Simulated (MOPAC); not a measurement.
Energy landscape of O2Si, singlet: map of symmetric stretch and bend. Scanned: Si-O bond length and O-Si-O angle.

Computed with PM6, restricted, heats of formation (MOPAC).

Energy in kJ/mol above the lowest grid point; x is the Si-O bond length (Å), y the O-Si-O angle (°).

```csv
y \ x,1.28,1.36,1.43,1.51,1.59,1.66,1.74,1.81,1.89,1.96,2.04
180,78.2,78.7,89.7,120.9,179.0,253.7,363.7,475.9,614.4,738.4,877.2
171.36,73.5,74.8,86.7,118.8,177.6,252.9,363.4,476.0,614.8,738.9,877.7
162.73,60.4,64.1,78.1,112.7,173.7,250.7,362.8,476.4,616.1,740.6,879.5
154.09,41.9,49.0,66.0,104.0,168.3,247.8,362.3,477.6,618.5,743.5,882.6
145.45,22.3,32.7,53.0,94.8,162.8,245.3,362.7,479.9,622.4,748.1,887.2
136.82,6.6,19.2,42.2,87.5,159.1,244.6,365.0,484.3,628.3,754.6,893.6
128.18,0.0,12.5,36.9,84.8,159.3,247.5,370.6,491.8,637.1,763.7,902.3
119.55,8.4,17.0,40.5,89.1,165.5,255.6,380.8,503.4,649.5,776.0,913.5
110.91,39.1,38.3,57.0,103.5,179.9,270.9,397.3,520.5,666.6,792.1,927.7
102.27,102.0,84.3,92.7,132.1,205.4,295.4,421.5,544.5,689.4,813.0,945.4
93.64,210.1,166.7,157.4,182.4,246.7,332.2,455.5,576.5,718.8,839.2,967.3
85,380.7,302.7,267.2,267.9,314.3,388.8,503.6,619.3,756.4,872.1,994.3
```

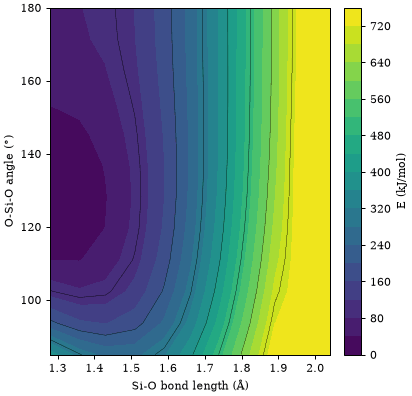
Fig. 1. Energy surface, cut off at 750 kJ/mol.

Points that lie below all their neighbours on the grid: x = 1.28, y = 128.18 on the edge of the grid (0.0 kJ/mol).
